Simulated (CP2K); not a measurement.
**GFN2-xTB run of AlSbH3F (SMILES [F][AlH][SbH2])**

Aim: the energy difference between two shapes of AlSbH3F at GFN2-xTB, from 2 runs. 

Program for the calculation: CP2K 2026.2.

4 further runs of the same task are left out: 1 that didn't finish, 3 set aside as unsound or not needed.

### Step 1. The molecule

AlSbH3F: 6 atoms, total charge 0, spin state singlet. SMILES: `[F][AlH][SbH2]`. The coordinates come from a PBE0-D4/def2-TZVP relaxation. This is one conformer, not always the lowest.

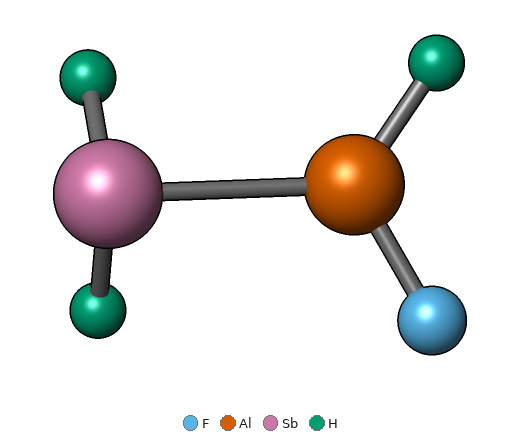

Viewed from a chosen angle; fluorine blue, aluminium orange, antimony pink, hydrogen teal.

### Step 2. Energy and gradient at GFN2-xTB

The input, molecule.pdb:

```
HETATM    1 F    MOL A   1      -1.115  -1.632   1.262  1.00  0.00           F
HETATM    2 Al   MOL A   1      -0.336  -1.039  -0.070  1.00  0.00          AL
HETATM    3 Sb   MOL A   1       1.280   1.004   0.335  1.00  0.00          SB
HETATM    4 H    MOL A   1      -0.595  -1.801  -1.432  1.00  0.00           H
HETATM    5 H    MOL A   1       0.842   1.592  -1.210  1.00  0.00           H
HETATM    6 H    MOL A   1      -0.034   1.813   1.068  1.00  0.00           H
END
```

The input, qs.inp:

```
&GLOBAL
  PROJECT qs
  RUN_TYPE ENERGY_FORCE
  PRINT_LEVEL MEDIUM
&END

&FORCE_EVAL
  METHOD QS
  &DFT
    &QS
      METHOD XTB
      EPS_DEFAULT 1.0E-10
      &XTB
        GFN_TYPE TBLITE
        &TBLITE
          METHOD GFN2
        &END
        CHECK_ATOMIC_CHARGES F
      &END
    &END
    &POISSON
      PERIODIC NONE
      POISSON_SOLVER ANALYTIC
    &END
    &SCF
      SCF_GUESS ATOMIC
      EPS_SCF 1.0E-06
      MAX_SCF 150
      ADDED_MOS 8
      &DIAGONALIZATION
        ALGORITHM STANDARD
      &END
      &MIXING
        METHOD DIRECT_P_MIXING
        ALPHA 0.4
      &END
      &SMEAR ON
        METHOD FERMI_DIRAC
        ELECTRONIC_TEMPERATURE [K] 300
      &END
    &END
    &PRINT
      &MOMENTS
        PERIODIC F
        REFERENCE COM
        MAX_MOMENT 1
      &END
      &MO ON
        ENERGIES T
        OCCUPATION_NUMBERS T
        NDIGITS 6
        &EACH
          QS_SCF 0
        &END
        ADD_LAST NUMERIC
      &END
      &HIRSHFELD OFF
      &END
    &END
  &END
  &SUBSYS
    &CELL
      ABC 18.4 19.6 18.7
      PERIODIC NONE
    &END
    &TOPOLOGY
      COORD_FILE_NAME molecule.pdb
      COORD_FILE_FORMAT PDB
      CONN_FILE_FORMAT OFF
      &CENTER_COORDINATES
      &END
    &END
  &END
  &PRINT
    &FORCES ON
    &END
  &END
&END
```

On the command line:

```bash
$ OMP_NUM_THREADS=1 cp2k.psmp -i qs.inp > qs.out 2>&1
```

Standard output, shortened:

```text
CP2K| version string:                                       CP2K version 2026.2
[...]
 GLOBAL| Method name                                                        CP2K
[...]
 GLOBAL| Run type                                                   ENERGY_FORCE
[...]
                             - Atoms:                                          6
[...]
                             - Spherical basis functions:                     25
[...]
 Number of electrons:                                                         18
[...]
  *** SCF run converged in    16 steps ***
[...]
  Fermi energy:                                                -0.28080338230259
[...]
 TB_DIPOLE| Moment [Debye]          2.14587853       1.15737591      -0.09611096
 TB_DIPOLE| Derivative [a.u.]       0.00000000       0.00000000       0.00000000
[...]
 ENERGY| Total FORCE_EVAL ( QS ) energy [hartree]             -9.616407323337832
 FORCES| Atomic forces [hartree/bohr]
 FORCES|   Atom     x               y               z               |f|
 FORCES|      1 -1.33694672E-03 -1.45930457E-03 -9.60175283E-04   2.19975747E-03
 FORCES|      2  5.53289447E-03  4.89883148E-03 -3.56220053E-03   8.20370305E-03
 FORCES|      3 -2.69310471E-04 -5.89259882E-03 -1.25775057E-03   6.03135022E-03
 FORCES|      4 -5.34908998E-04  2.63158322E-03  6.45464328E-03   6.99097831E-03
 FORCES|      5 -1.60551540E-03  5.17063447E-04  2.05050937E-03   2.65511262E-03
 FORCES|      6 -1.78621288E-03 -6.95574765E-04 -2.72502627E-03   3.33168859E-03
 FORCES| Sum    -7.13405029E-17 -8.56519716E-18  2.55871713E-17
 FORCES| Total atomic force                                       7.62727559E-17
[...]
```

It took 0.97 s on 1 thread of Intel Xeon 6975P-C (Granite Rapids), shared host; peak memory 0.19 GiB.

### Step 3. The distorted shape

The input, molecule.pdb:

```
HETATM    1 F    MOL A   1      -1.069  -1.657   1.223  1.00  0.00           F
HETATM    2 Al   MOL A   1      -0.343  -1.044  -0.062  1.00  0.00          AL
HETATM    3 Sb   MOL A   1       1.205   0.927   0.414  1.00  0.00          SB
HETATM    4 H    MOL A   1      -0.610  -1.805  -1.479  1.00  0.00           H
HETATM    5 H    MOL A   1       0.766   1.628  -1.201  1.00  0.00           H
HETATM    6 H    MOL A   1      -0.036   1.812   1.086  1.00  0.00           H
END
```

The input, qs.inp:

```
&FORCE_EVAL
    METHOD QUICKSTEP
    &DFT
        &QS
            METHOD XTB
            EPS_DEFAULT 1.0E-10
            &XTB
                GFN_TYPE TBLITE
                &TBLITE
                    METHOD GFN2
                &END TBLITE
                CHECK_ATOMIC_CHARGES F
            &END XTB
        &END QS
        &POISSON
            PERIODIC NONE
            POISSON_SOLVER ANALYTIC
        &END POISSON
        &SCF
            SCF_GUESS ATOMIC
            EPS_SCF 1.0E-06
            MAX_SCF 150
            ADDED_MOS 8
            &DIAGONALIZATION
                ALGORITHM STANDARD
            &END DIAGONALIZATION
            &MIXING
                METHOD DIRECT_P_MIXING
                ALPHA 0.4
            &END MIXING
            &SMEAR ON
                METHOD FERMI_DIRAC
                ELECTRONIC_TEMPERATURE [K] 300
            &END SMEAR
        &END SCF
        &PRINT
            &MOMENTS
                PERIODIC F
                REFERENCE COM
                MAX_MOMENT 1
            &END MOMENTS
            &MO ON
                ENERGIES T
                OCCUPATION_NUMBERS T
                NDIGITS 6
                &EACH
                    QS_SCF 0
                &END EACH
                ADD_LAST NUMERIC
            &END MO
            &HIRSHFELD OFF
            &END HIRSHFELD
        &END PRINT
    &END DFT
    &SUBSYS
        &CELL
            ABC 18.3 19.6 18.7
            PERIODIC NONE
        &END CELL
        &TOPOLOGY
            COORD_FILE_NAME molecule.pdb
            COORD_FILE_FORMAT PDB
            CONN_FILE_FORMAT OFF
            &CENTER_COORDINATES
            &END CENTER_COORDINATES
        &END TOPOLOGY
    &END SUBSYS
    &PRINT
        &FORCES ON
        &END FORCES
    &END PRINT
&END FORCE_EVAL

&GLOBAL
    PROJECT_NAME qs
    RUN_TYPE ENERGY_FORCE
    PRINT_LEVEL MEDIUM
&END GLOBAL
```

On the command line:

```bash
$ OMP_NUM_THREADS=1 cp2k.psmp -i qs.inp > qs.out 2>&1
```

Standard output, shortened:

```text
CP2K| version string:                                       CP2K version 2026.2
[...]
 GLOBAL| Method name                                                        CP2K
[...]
 GLOBAL| Run type                                                   ENERGY_FORCE
[...]
                             - Atoms:                                          6
[...]
                             - Spherical basis functions:                     25
[...]
 Number of electrons:                                                         18
[...]
  *** SCF run converged in    14 steps ***
[...]
  Fermi energy:                                                -0.28195850569420
[...]
 TB_DIPOLE| Moment [Debye]          2.01052608       1.15484551       0.55039755
 TB_DIPOLE| Derivative [a.u.]       0.00000000       0.00000000       0.00000000
[...]
 ENERGY| Total FORCE_EVAL ( QS ) energy [hartree]             -9.611269588791902
 FORCES| Atomic forces [hartree/bohr]
 FORCES|   Atom     x               y               z               |f|
 FORCES|      1 -1.60824532E-02 -1.42420982E-02  2.47879495E-02   3.28012972E-02
 FORCES|      2  7.64612881E-03  2.31744108E-03 -3.81802043E-02   3.90072021E-02
 FORCES|      3  1.22849177E-02  1.01126334E-02 -1.52460373E-02   2.20369284E-02
 FORCES|      4  1.30881473E-03  6.42308723E-03  1.31259036E-02   1.46716867E-02
 FORCES|      5  3.12897648E-03 -6.35005819E-03  1.32040281E-02   1.49819923E-02
 FORCES|      6 -8.28638457E-03  1.73899466E-03  2.30836037E-03   8.77592157E-03
 FORCES| Sum    -5.20417043E-18  1.90819582E-17  6.93889390E-18
 FORCES| Total atomic force                                       2.09607435E-17
[...]
```

Wall time 0.9 s (1 thread of Intel Xeon 6975P-C (Granite Rapids), shared host); peak memory 0.19 GiB.

### Step 4. Outcome

At GFN2-xTB:

| quantity | value |
| --- | --- |
| first shape: total energy | -9.61641 Eh |
| first shape: dipole moment (from atomic charges alone) | 2.44 D |
| first shape: HOMO energy | -9.75 eV |
| first shape: LUMO energy | -6.75 eV |
| first shape: HOMO–LUMO gap | 3.00 eV |
| first shape: largest force on an atom | 0.422 eV/Å |
| distorted shape: total energy | -9.61127 Eh |
| distorted shape: dipole moment (from atomic charges alone) | 2.38 D |
| distorted shape: HOMO energy | -9.78 eV |
| distorted shape: LUMO energy | -6.78 eV |
| distorted shape: HOMO–LUMO gap | 3.00 eV |
| distorted shape: largest force on an atom | 2.006 eV/Å |
| energy change with the atoms displaced | 0.140 eV |

In words: With the atoms displaced the energy rises by 0.14 eV (13.5 kJ/mol). The first shape isn't relaxed at this level, so the change isn't measured from a minimum. The largest force (first shape) is 0.42 eV/Å: the shape isn't a stationary point for this species at this level. The dipole (first shape) comes from point charges on the atoms alone, without atomic dipoles, so it is partial. The dipole (distorted shape) comes from point charges on the atoms alone, without atomic dipoles, so it is partial.
